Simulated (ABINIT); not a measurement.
**Beyond one shot: RbBH4 (F-43m)**

Wanted: G0W0 and self-consistent gaps of RbBH4 (F-43m), with the cost of the cycles.

Program: ABINIT 10.8.3. Level of theory: PBEsol and many-body steps on it, plane waves. Results are calculated unless marked as measured.

### Step 1. The starting structure

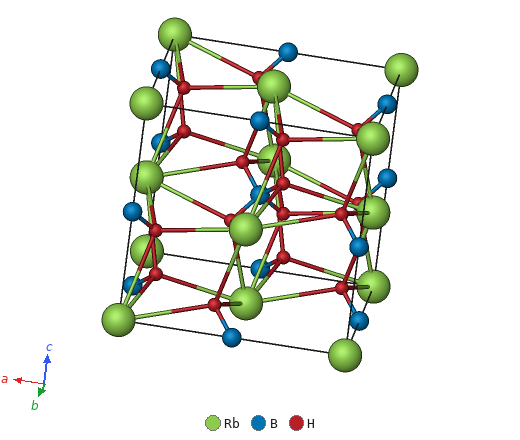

The starting structure, seen from a free direction (rubidium green, boron blue, hydrogen red). This picture shows the conventional cell, with its axes. Bonds to atoms that aren't drawn are left out. Some periodic images of atoms are drawn too.

As a file:

```cif
data_structure
_symmetry_space_group_name_H-M 'P 1'
_symmetry_Int_Tables_number 1
_cell_length_a 4.8836
_cell_length_b 4.8836
_cell_length_c 4.8836
_cell_angle_alpha 60.000
_cell_angle_beta 60.000
_cell_angle_gamma 60.000
_cell_volume 82.36
loop_
_atom_site_label
_atom_site_type_symbol
_atom_site_fract_x
_atom_site_fract_y
_atom_site_fract_z
_atom_site_occupancy
Rb1 Rb 0.00000 0.00000 0.00000 1
B2 B 0.50000 0.50000 0.50000 1
H3 H 0.60242 0.60242 0.60242 1
H4 H 0.19275 0.60242 0.60242 1
H5 H 0.60242 0.60242 0.19275 1
H6 H 0.60242 0.19275 0.60242 1
```

The cell and positions are those that the Materials Project relaxed with its own functionals (PBE, PBE+U or r2SCAN), kept fixed.

### Step 2. Empty states on the mesh, 2×2×2 mesh, 45 bands

This step: ABINIT 10.8.3; DFT, PBEsol, plane waves, norm-conserving pseudopotentials.

The sums over transitions need many empty states on a uniform mesh; this step solves for them.

File run.abi:

```
acell 3*1.0 Angstrom
rprim 
  -0.000000000000 3.453240220000 3.453240220000
  3.453240220000 -0.000000000000 3.453240220000
  3.453240220000 3.453240220000 -0.000000000000
ntypat 3
znucl 37 5 1
natom 6
typat 1 2 3 3 3 3
xred 
  0.000000000000 0.000000000000 0.000000000000
  0.500000000000 0.500000000000 0.500000000000
  0.602415200000 0.602415200000 0.602415200000
  0.192754400000 0.602415200000 0.602415200000
  0.602415200000 0.602415200000 0.192754400000
  0.602415200000 0.192754400000 0.602415200000
pp_dirpath "pseudos"
pseudos "Rb.upf, B.upf, H.upf"
ecut 34
ngkpt 2 2 2
nshiftk 1
shiftk 0 0 0
kptopt 1
chksymbreak 0
iscf -2
irdden 1
istwfk *1
nband 45
nbdbuf 4
tolwfr 1e-09
nstep 60
prtvol 0
indata_prefix "in"
outdata_prefix "out"
tmpdata_prefix "tmp"
```

Launch:

```sh
OMP_NUM_THREADS=1 mpirun -n 4 abinit run.abi > log
```

Numbers of over 12 decimals in the logs are rounded to 6 here.

The log of the run:

```text
.Version 10.8.3 of ABINIT. v10.8.2 released Aug 2026.

 Symmetries : space group F-4 3 m (#216); Bravais cF (face-center cubic)
[... echo of the input left out ...]
== DATASET  1 ==================================================================
-   mpi_nproc: 4, omp_nthreads: 1 (-1 if OMP is not activated)
-    --> not optimal distribution: autoparal keyword recommended in input file <--

--- !DatasetInfo
iteration_state: {dtset: 1, }
dimensions: {natom: 6, nkpt: 3, mband: 45, nsppol: 1, nspinor: 1, nspden: 1, mpw: 5290, }
cutoff_energies: {ecut:  34.0, pawecutdg:  -1.0, }
[...]
0.62797    0.62797    0.64762    0.74345    0.74345    0.74345    0.78139    0.78733
   0.78733    0.78733    0.81882    0.81882    1.01300    1.03116    1.03116    1.03116
   1.05357    1.05357    1.05357    1.09885    1.12782
 prteigrs : prtvol=0 or 1, do not print more k-points.

== END DATASET(S) ==============================================================
================================================================================

 -outvars: echo values of variables after computation  --------
            nband          45
             nkpt           3
          spgroup         216
 [... the other variables as echoed above ...]

 Calculation completed.
```

The job ended after 14 s (4 MPI ranks of Arm Neoverse N1, shared host; peak memory 0.29 GiB; 54 s of CPU time).

This step gave:

| Quantity | Value |
| --- | --- |
| gap | 5.909 eV |
| k of the valence top | 0, 0, 0 |
| k of the conduction bottom | 0.5, 0.5, 0 |
| least direct gap | 6.018 eV |
| k points computed | 3 |
| lowest point of the top converged band, above the valence top | 30.17 eV |

On this mesh the gap is 5.909 eV.

The density comes from a self-consistent run that is not shown.

### Step 3. Screening, 2×2×2 mesh, 41 bands, screening to 87.1 eV

The RPA dielectric matrix is built and inverted for each q.

This step: RPA screening on PBEsol, plane waves, norm-conserving pseudopotentials.

Edit run.abi of step 2 so:

```diff
@@ -24,10 +24,11 @@
 chksymbreak 0
-iscf -2
-irdden 1
 istwfk *1
-nband 45
-nbdbuf 4
-tolwfr 1e-09
-nstep 60
-prtvol 0
+occopt 1
+irdwfk 1
+optdriver 3
+nband 41
+ecuteps 3.2
+inclvkb 2
+awtr 1
+symchi 1
 indata_prefix "in"
```

The log of the run:

```text
.Version 10.8.3 of ABINIT. v10.8.2 released Aug 2026.

 Symmetries : space group F-4 3 m (#216); Bravais cF (face-center cubic)
[... echo of the input left out ...]
== DATASET  1 ==================================================================
-   mpi_nproc: 4, omp_nthreads: 1 (-1 if OMP is not activated)

--- !DatasetInfo
iteration_state: {dtset: 1, }
dimensions: {natom: 6, nkpt: 3, mband: 41, nsppol: 1, nspinor: 1, nspden: 1, mpw: 5290, }
cutoff_energies: {ecut:  34.0, pawecutdg:  -1.0, }
electrons: {nelect:   1.60000000E+01, charge:   0.00000000E+00, occopt:   1.00000000E+00, tsmear:   1.00000000E-02, }

 SCREENING: Calculation of the susceptibility and dielectric matrices

 Based on a program developped by R.W. Godby, V. Olevano, G. Onida, and L. Reining.
 Incorporated in ABINIT by V. Olevano, G.-M. Rignanese, and M. Torrent.
.Using double precision arithmetic ; gwpc =  8

[... cell and pseudopotentials left out ...]
--------------------------------------------------------------------------------

 ==== K-mesh for the wavefunctions ====
 Number of points in the irreducible wedge :     3
[... list of points left out ...]
 Together with 24 symmetry operations and time-reversal symmetry
 yields     8 points in the full Brillouin Zone.

 ==== Q-mesh for the screening function ====
 Number of points in the irreducible wedge :     3
[... list of points left out ...]
 Together with 24 symmetry operations and time-reversal symmetry
 yields     8 points in the full Brillouin Zone.

 setmesh: FFT mesh size selected  =    32x   32x   32
          total number of points  =        32768

 vcoul_init : cutoff-mode = AUXILIARY_FUNCTION
 q-points for optical limit:   1
     1)      0.000010    0.000020    0.000030

- screening: taking advantage of time-reversal symmetry
- Maximum band index for partially occupied states nbvw = 8
- Remaining bands to be divided among processors   nbcw = 33
- Number of bands treated by each node ~8

 Number of electrons calculated from density =   16.0000; Expected =   16.0000
 average of density, n =  0.028788
 r_s =    2.0241
 omega_plasma =   16.3667 [eV]

 calculating chi0 at frequencies [eV] :
  1    0.000000E+00    0.000000E+00
  2    0.000000E+00    1.636674E+01

--------------------------------------------------------------------------------
  q-point number  1        q = ( 0.000000, 0.000000, 0.000000) [r.l.u.]
--------------------------------------------------------------------------------
[... chi0 elements left out ...]
 For q-point:  0.000010 0.000020 0.000030
  dielectric constant =   2.3266
  dielectric constant without local fields =   2.6745

  Average fulfillment of the sum rule on Im[epsilon] for q-point    1 :     54.85  [%]
[... wings left out ...]
  q-point number  2        q = ( 0.500000, 0.000000, 0.000000) [r.l.u.]
--------------------------------------------------------------------------------
[... chi0 elements left out ...]
  Average fulfillment of the sum rule on Im[epsilon] for q-point    2 :     68.13  [%]

 [... 1 further q-points ...]
```

The job ended after 5.5 s (4 MPI ranks; peak memory 0.19 GiB; 22 s of CPU time).

This step gave:

- ε∞ with local fields, on this mesh, along the program's q direction: 2.327
- the same without local fields: 2.675
- plasma frequency: 16.37 eV
- plane waves in the screening matrix: 169

Local fields lower ε∞ by 13 %. On a Γ-centred mesh this coarse the value itself is usually too large, while a short band sum pulls it down.

### Step 4. G0W0

The self-energy is evaluated for the states that the input lists, and the levels follow from it, in one-shot runs by the linearised quasiparticle equation.

This step: G0W0 on PBEsol, plane waves, norm-conserving pseudopotentials.

Edit run.abi of step 3 so:

```diff
@@ -27,8 +27,17 @@
 irdwfk 1
-optdriver 3
+optdriver 4
 nband 41
+gwcalctyp 0
+ecutsigx 34
+symsigma 1
+nkptgw 2
+kptgw 
+  0.0000000000 0.0000000000 0.0000000000
+  0.5000000000 0.5000000000 0.0000000000
+bdgw 
+  6 12
+  7 10
 ecuteps 3.2
-inclvkb 2
-awtr 1
-symchi 1
+irdscr 1
+ppmodel 1
 indata_prefix "in"
```

The log of the run:

```text
.Version 10.8.3 of ABINIT. v10.8.2 released Aug 2026.

 Symmetries : space group F-4 3 m (#216); Bravais cF (face-center cubic)
[... echo of the input left out ...]
== DATASET  1 ==================================================================
-   mpi_nproc: 4, omp_nthreads: 1 (-1 if OMP is not activated)

--- !DatasetInfo
iteration_state: {dtset: 1, }
dimensions: {natom: 6, nkpt: 3, mband: 41, nsppol: 1, nspinor: 1, nspden: 1, mpw: 5290, }
cutoff_energies: {ecut:  34.0, pawecutdg:  -1.0, }
electrons: {nelect:   1.60000000E+01, charge:   0.00000000E+00, occopt:   1.00000000E+00, tsmear:   1.00000000E-02, }

 SIGMA: Calculation of the GW corrections

 Based on a program developped by R.W. Godby, V. Olevano, G. Onida, and L. Reining.
 Incorporated in ABINIT by V. Olevano, G.-M. Rignanese, and M. Torrent.
.Using double precision arithmetic ; gwpc =  8

[... cell and pseudopotentials left out ...]
--------------------------------------------------------------------------------

 ==== K-mesh for the wavefunctions ====
 Number of points in the irreducible wedge :     3
[... list of points left out ...]
 Together with 24 symmetry operations and time-reversal symmetry
 yields     8 points in the full Brillouin Zone.

 ==== Q-mesh for screening function ====
 Number of points in the irreducible wedge :     3
[... list of points left out ...]
 Together with 24 symmetry operations and time-reversal symmetry
 yields     8 points in the full Brillouin Zone.

 vcoul_init : cutoff-mode = AUXILIARY_FUNCTION
 q-points for optical limit:   1
     1)      0.000010    0.000020    0.000030
 setmesh: FFT mesh size selected  =    50x   50x   50
          total number of points  =       125000

 Number of electrons calculated from density =   16.0000; Expected =   16.0000
 average of density, n =  0.028788
 r_s =    2.0241
 omega_plasma =   16.3667 [eV]

 === KS Band Gaps ===
  >>>> For spin  1
   Minimum direct gap =   6.0181 [eV], located at k-point      :   0.5000  0.5000  0.0000
   Fundamental gap    =   5.9086 [eV], Top of valence bands at :   0.0000  0.0000  0.0000
                                       Bottom of conduction at :   0.5000  0.5000  0.0000
 SIGMA fundamental parameters:
 PLASMON POLE MODEL  1
 number of plane-waves for SigmaX                 5209
 number of plane-waves for SigmaC and W            169
 number of plane-waves for wavefunctions          5209
 number of bands                                    41
 number of independent spin polarizations            1
 number of spinorial components                      1
 number of k-points in IBZ                           3
 number of q-points in IBZ                           3
 number of symmetry operations                      24
 number of k-points in BZ                            8
 number of q-points in BZ                            8
 number of frequencies for dSigma/dE                 9
 frequency step for dSigma/dE [eV]                0.25
 number of omega for Sigma on real axis              0
 max omega for Sigma on real axis  [eV]           0.00
 zcut for avoiding poles [eV]                     0.10

 EPSILON^-1 parameters (SCR file):
 dimension of the eps^-1 matrix on file            169
 dimension of the eps^-1 matrix used               169
 number of plane-waves for wavefunctions          5209
 number of bands                                    41
 number of q-points in IBZ                           3
 number of frequencies                               2
 number of real frequencies                          1
 number of imag frequencies                          1

 matrix elements of self-energy operator (all in [eV])

 Perturbative Calculation

--- !SelfEnergy_ee
iteration_state: {dtset: 1, }
kpoint     : [   0.000,    0.000,    0.000, ]
spin       : 1
KS_gap     :    6.167
QP_gap     :    8.901
Delta_QP_KS:    2.734
data: !SigmaeeData |
     Band     E0 <VxcDFT>   SigX SigC(E0)      Z dSigC/dE  Sig(E)    E-E0       E
        6  -2.776 -12.269 -16.117   2.363   0.825  -0.212 -13.494  -1.225  -4.001
        7  -2.776 -12.269 -16.117   2.363   0.825  -0.212 -13.494  -1.225  -4.001
        8  -2.776 -12.269 -16.117   2.363   0.825  -0.212 -13.494  -1.225  -4.001
        9   3.392  -7.687  -3.475  -2.470   0.866  -0.155  -6.178   1.509   4.901
       10   4.738  -7.771  -3.324  -2.338   0.874  -0.144  -5.926   1.845   6.583
       11   4.738  -7.771  -3.324  -2.338   0.874  -0.144  -5.926   1.845   6.583
       12   4.738  -7.771  -3.324  -2.338   0.874  -0.144  -5.926   1.845   6.583

--- !SelfEnergy_ee
iteration_state: {dtset: 1, }
kpoint     : [   0.500,    0.500,    0.000, ]
spin       : 1
KS_gap     :    6.018
QP_gap     :    8.690
Delta_QP_KS:    2.672
data: !SigmaeeData |
     Band     E0 <VxcDFT>   SigX SigC(E0)      Z dSigC/dE  Sig(E)    E-E0       E
        7  -2.885 -12.215 -16.036   2.333   0.826  -0.211 -13.444  -1.230  -4.115
        8  -2.885 -12.215 -16.036   2.333   0.826  -0.211 -13.444  -1.230  -4.115
        9   3.133  -6.780  -2.852  -2.285   0.878  -0.139  -5.337   1.443   4.576
       10   5.481  -7.575  -3.010  -2.604   0.871  -0.149  -5.868   1.707   7.188

== END DATASET(S) ==============================================================
================================================================================

 -outvars: echo values of variables after computation  --------
           etotal      0.0000000000E+00
            nband          41
             nkpt           3
          spgroup         216
 [... the other variables as echoed above ...]

 Calculation completed.
```

It took 5.9 s on 4 MPI ranks; peak memory 0.19 GiB.

This step gave:

```
G0W0 gap on the points computed              : 8.577 eV
starting gap on the mesh                     : 5.909 eV
k of the valence top                         : 0, 0, 0
k of the conduction bottom                   : 0.5, 0.5, 0
Z at the valence top                         : 0.825
Z at the conduction bottom                   : 0.878
least direct G0W0 gap on the computed points : 8.691 eV
```

The gap on the mesh goes from 5.91 eV to 8.58 eV, a correction of +2.67 eV.

### Step 5. Self-consistent COHSEX, cycle 1

This step: self-consistent COHSEX on PBEsol, plane waves, norm-conserving pseudopotentials.

Edit run.abi of step 4 so:

```diff
@@ -29,15 +29,16 @@
 nband 41
-gwcalctyp 0
+gwcalctyp 27
 ecutsigx 34
-symsigma 1
-nkptgw 2
+symsigma 0
+nkptgw 3
 kptgw 
   0.0000000000 0.0000000000 0.0000000000
+  0.5000000000 0.0000000000 0.0000000000
   0.5000000000 0.5000000000 0.0000000000
 bdgw 
-  6 12
-  7 10
+  1 15
+  1 15
+  1 15
 ecuteps 3.2
 irdscr 1
-ppmodel 1
 indata_prefix "in"
```

The log of the run:

```text
.Version 10.8.3 of ABINIT. v10.8.2 released Aug 2026.

 Symmetries : space group F-4 3 m (#216); Bravais cF (face-center cubic)
[... echo of the input left out ...]
== DATASET  1 ==================================================================
-   mpi_nproc: 4, omp_nthreads: 1 (-1 if OMP is not activated)

--- !DatasetInfo
iteration_state: {dtset: 1, }
dimensions: {natom: 6, nkpt: 3, mband: 41, nsppol: 1, nspinor: 1, nspden: 1, mpw: 5290, }
cutoff_energies: {ecut:  34.0, pawecutdg:  -1.0, }
electrons: {nelect:   1.60000000E+01, charge:   0.00000000E+00, occopt:   1.00000000E+00, tsmear:   1.00000000E-02, }

 SIGMA: Calculation of the GW corrections

 Based on a program developped by R.W. Godby, V. Olevano, G. Onida, and L. Reining.
 Incorporated in ABINIT by V. Olevano, G.-M. Rignanese, and M. Torrent.
.Using double precision arithmetic ; gwpc =  8

[... cell and pseudopotentials left out ...]
--------------------------------------------------------------------------------

 ==== K-mesh for the wavefunctions ====
 Number of points in the irreducible wedge :     3
[... list of points left out ...]
 Together with 24 symmetry operations and time-reversal symmetry
 yields     8 points in the full Brillouin Zone.

 ==== Q-mesh for screening function ====
 Number of points in the irreducible wedge :     3
[... list of points left out ...]
 Together with 24 symmetry operations and time-reversal symmetry
 yields     8 points in the full Brillouin Zone.

 vcoul_init : cutoff-mode = AUXILIARY_FUNCTION
 q-points for optical limit:   1
     1)      0.000010    0.000020    0.000030
 setmesh: FFT mesh size selected  =    50x   50x   50
          total number of points  =       125000

 Number of electrons calculated from density =   16.0000; Expected =   16.0000
[...]
--- !SelfEnergy_ee
iteration_state: {dtset: 1, }
kpoint     : [   0.500,    0.000,    0.000, ]
spin       : 1
KS_gap     :    7.451
QP_gap     :   11.371
Delta_QP_KS:    3.920
data: !SigmaeeData |
     Band     E_DFT   <VxcDFT>   E(N-1)  <Hhartree>   SigX  SigC[E(N-1)]    Z     dSigC/dE  Sig[E(N)]  DeltaE  E(N)_pert E(N)_diago
[...]
--- !SelfEnergy_ee
iteration_state: {dtset: 1, }
kpoint     : [   0.500,    0.500,    0.000, ]
spin       : 1
KS_gap     :    6.018
QP_gap     :   10.005
Delta_QP_KS:    3.987
data: !SigmaeeData |
     Band     E_DFT   <VxcDFT>   E(N-1)  <Hhartree>   SigX  SigC[E(N-1)]    Z     dSigC/dE  Sig[E(N)]  DeltaE  E(N)_pert E(N)_diago
[...]
14     8.496    -9.493     8.496    17.989    -4.109    -3.741     1.000     0.000    -7.850     1.643    10.139    10.139
       15     8.496    -9.493     8.496    17.989    -4.109    -3.737     1.000     0.000    -7.846     1.647    10.143    10.144

 New Fermi energy :       -4.247704E-02 Ha ,   -1.155859E+00 eV
 New Exchange energy :    -5.610018E+00 Ha ,   -1.526564E+02 eV

 === QP Band Gaps ===
  >>>> For spin  1
   Minimum direct gap =   9.9856 [eV], located at k-point      :   0.5000  0.5000  0.0000
   Fundamental gap    =   9.8938 [eV], Top of valence bands at :   0.0000  0.0000  0.0000
                                       Bottom of conduction at :   0.5000  0.5000  0.0000

 writing QP data on file : out_QPS

 Convergence of QP corrections
 >>>>> For spin  1 <<<<<
.  kptgw no:  1; Maximum DeltaE = (  -5.198   0.000) for band index:  1
.  kptgw no:  2; Maximum DeltaE = (  -5.195   0.000) for band index:  1
.  kptgw no:  3; Maximum DeltaE = (  -5.194   0.000) for band index:  1

== END DATASET(S) ==============================================================
================================================================================

 -outvars: echo values of variables after computation  --------
           etotal      0.0000000000E+00
            nband          41
             nkpt           3
          spgroup         216
 [... the other variables as echoed above ...]

 Calculation completed.
```

It took 9.7 s on 4 MPI ranks; peak memory 0.87 GiB.

Numbers from this step:

| Quantity | Value |
| --- | --- |
| quasiparticle gap on the points computed | 9.894 eV |
| gap of the density functional on the mesh | 5.909 eV |
| k of the valence top | 0, 0, 0 |
| k of the conduction bottom | 0.5, 0.5, 0 |
| Z at the valence top | 1 |
| Z at the conduction bottom | 1 |
| least direct quasiparticle gap on the computed points | 9.986 eV |

Against G0W0 in ABINIT (2×2×2 mesh, 41 bands, screening to 87.1 eV, Godby-Needs plasmon pole), the gap moves by +1.317 eV.

(Continued in part 2 of 3.)

[Paths, hosts, dates, memory and timing lines, banners, echoed tables and standing remarks are left out of the program output.]

[Logs are printed without paths, hosts, clocks, repeated set-up lines and the standing remarks that a program may print on its own settings, such as how far it seeks lower states.]

[Runs of the session that timed out or met a known fault of the program may be left out.]

[Hosts, paths, dates, database ids (printed as entryN), source tags and the programs' standing remarks are cut or masked in the printed files.]

[G0W0 gaps are taken among the corrected bands and points alone; a level outside them can change the order at an edge.]

[Where Ansatz stands beside ABINIT at settings called matched, ABINIT's density can come from a denser mesh and the files from another edition; pairs whose starting gaps differed by over 0.03 eV were left out, so agreement reads better than it is.]
